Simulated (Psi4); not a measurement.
# B2PLYP/cc-pVTZ (density fitting for correlation) run of OF2 (oxygen difluoride)

What is the vertical singlet–triplet gap of OF2 (oxygen difluoride) at B2PLYP/cc-pVTZ (density fitting for correlation)? 

Program for the calculation: Psi4 1.11.

2 further runs of the same task are left out: 2 set aside as unsound or not needed.

## Step 1: Starting point

OF2: 3 atoms, total charge 0, spin state singlet. SMILES: `FOF`. The coordinates come from a PBE0-D4/def2-TZVP relaxation.

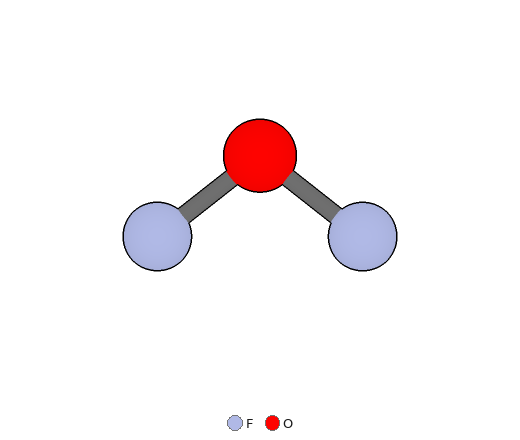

Viewed from a chosen angle; fluorine light blue, oxygen red.

## Step 2: The energy at B2PLYP/cc-pVTZ (density fitting for correlation)

input.in reads:

```
memory 2.2 GB

molecule m {
  0 1
  F      0.953290    -0.339960     0.488270
  O      0.000520     0.563910     0.062040
  F     -0.953810    -0.223960    -0.550310
  symmetry c1
}

set reference rks
set puream true
set e_convergence 1e-09
set d_convergence 1e-08
set scf_type pk
set dft_radial_points 99
set dft_spherical_points 590
set num_frozen_docc 3

energy("b2plyp/cc-pVTZ")
```

Started as:

```console
psi4 -n 1 input.in input.out
```

input.out:

```text
[...]
  Running in c1 symmetry.
[...]
  Nuclear repulsion =   74.899326329014286
[...]
  Multiplicity = 1
[...]
  Nalpha       = 13
  Nbeta        = 13
[...]
    Number of basis functions: 90
[...]
   @RKS iter   1:  -274.32446980953296   -4.95710e-01   4.32560e-03 ADIIS/DIIS
[...]
   @RKS iter  11:  -274.36999844874083   -1.93268e-12   9.27070e-09 DIIS
[...]
    Orbital Energies [Eh]
    ---------------------
    Doubly Occupied:
       1A    -25.450074     2A    -25.450060     3A    -19.965713
       4A     -1.530298     5A     -1.408040     6A     -1.084490
       7A     -0.704464     8A     -0.675616     9A     -0.672288
      10A     -0.574580    11A     -0.545690    12A     -0.537753
      13A     -0.436520
[...]
  @RKS Final Energy:  -274.36999844874083
   => Energetics <=
    Nuclear Repulsion Energy =             74.8993263290142863
    One-Electron Energy =                -530.3783761917575248
    Two-Electron Energy =                 195.1410046376436185
    DFT Exchange-Correlation Energy =     -14.0319532236412137
    Empirical Dispersion Energy =           0.0000000000000000
    VV10 Nonlocal Energy =                  0.0000000000000000
    Total Energy =                       -274.3699984487408301
[...]
 Multipole Moments:
 ------------------------------------------------------------------------------------
     Multipole            Electronic (a.u.)      Nuclear  (a.u.)        Total (a.u.)
 ------------------------------------------------------------------------------------
 L = 1.  Multiply by 2.5417464519 to convert [e a0] to [Debye]
 Dipole X            :         -0.0189619            0.0256463            0.0066844
 Dipole Y            :         -0.3535136            0.4778271            0.1243135
 Dipole Z            :         -0.0000000           -0.0000000           -0.0000000
 Magnitude           :                                                    0.1244931
[...]
```

Wall time 26 s (1 thread of Intel Xeon at 2.50GHz (Skylake/Cascade Lake), shared host); peak memory 0.73 GiB.

## Step 3: The triplet

f2o.xyz reads:

```xyz
3
F2O
F      0.953290    -0.339960     0.488270
O      0.000520     0.563910     0.062040
F     -0.953810    -0.223960    -0.550310
```

job.py reads:

```python
import psi4

psi4.set_memory('2200 MB')
psi4.set_num_threads(1)
psi4.set_output_file('f2o.out', False)

with open('f2o.xyz') as f:
    atoms = ''.join(f.readlines()[2:])
geom = psi4.geometry('0 3\n' + atoms + 'symmetry c1\nno_reorient\nno_com')

options = {'basis': 'cc-pVTZ', 'reference': 'uks', 'puream': True, 'e_convergence': 1e-09, 'd_convergence': 1e-08, 'scf_type': 'pk', 'dft_radial_points': 99, 'dft_spherical_points': 590, 'num_frozen_docc': 3, 'maxiter': 100}
psi4.set_options(options)

e_tot = psi4.energy('b2plyp')
print(f'b2plyp energy: {e_tot:.10f} Eh')
```

Started as:

```console
python job.py
```

f2o.out:

```text
[...]
  Running in c1 symmetry.
[...]
  Nuclear repulsion =   74.899326329014301
[...]
  Multiplicity = 3
[...]
  Nalpha       = 14
  Nbeta        = 12
[...]
    Number of basis functions: 90
[...]
   @UKS iter   1:  -274.17989371027886   -3.51134e-01   4.54321e-03 ADIIS/DIIS
[...]
   @UKS iter  21:  -274.23762242890302    6.91955e-10   9.00852e-09 DIIS
[...]
   @S^2 Observed:                2.028609828E+00
[...]
    Orbital Energies [Eh]
    ---------------------
    Alpha Occupied:
       1A    -25.419234     2A    -25.418965     3A    -20.009089
       4A     -1.558829     5A     -1.414840     6A     -1.149876
       7A     -0.737932     8A     -0.734903     9A     -0.732615
      10A     -0.575125    11A     -0.547016    12A     -0.543183
      13A     -0.501917    14A     -0.302035
    Alpha Virtual:
      15A     -0.000884    16A      0.537104    17A      0.561755
      18A      0.571789    19A      0.744841    20A      0.764413
      21A      0.786485    22A      0.827326    23A      0.833418
      24A      0.893155    25A      0.956303    26A      1.368295
[...]
  @UKS Final Energy:  -274.23762242890302
   => Energetics <=
    Nuclear Repulsion Energy =             74.8993263290143005
    One-Electron Energy =                -530.4994273551898232
    Two-Electron Energy =                 195.4234224696728290
    DFT Exchange-Correlation Energy =     -14.0609438724003262
    Empirical Dispersion Energy =           0.0000000000000000
    VV10 Nonlocal Energy =                  0.0000000000000000
    Total Energy =                       -274.2376224289030233
[...]
 Multipole Moments:
 ------------------------------------------------------------------------------------
     Multipole            Electronic (a.u.)      Nuclear  (a.u.)        Total (a.u.)
 ------------------------------------------------------------------------------------
 L = 1.  Multiply by 2.5417464519 to convert [e a0] to [Debye]
 Dipole X            :          0.0006286           -0.0009827           -0.0003541
 Dipole Y            :          1.4752887           -1.0658055            0.4094831
 Dipole Z            :          0.1618853           -0.1172386            0.0446467
 Magnitude           :                                                    0.4119101
[...]
```

On the terminal:

```text
b2plyp energy: -274.4827158159 Eh
```

Wall time 49 s (1 thread of Intel Xeon at 2.50GHz (Skylake/Cascade Lake), shared host); peak memory 0.73 GiB.

## Step 4: Results

At B2PLYP/cc-pVTZ (density fitting for correlation), 3 core orbitals frozen:

| quantity | value |
| --- | --- |
| singlet: total energy | -274.61552 Eh |
| singlet: HOMO energy (SCF part's orbitals) | -11.88 eV |
| singlet: LUMO energy (SCF part's orbitals) | 0.34 eV |
| singlet: HOMO–LUMO gap (SCF part's orbitals) | 12.22 eV |
| triplet: total energy | -274.48272 Eh |
| triplet: HOMO energy (SCF part's orbitals) (highest over α and β) | -8.22 eV |
| triplet: LUMO energy (SCF part's orbitals) (lowest over α and β) | -3.27 eV |
| triplet: ⟨S²⟩ | 2.029 |
| vertical energy of the triplet above the singlet | 3.614 eV |

At this shape the triplet lies 3.61 eV (349 kJ/mol) above the singlet.
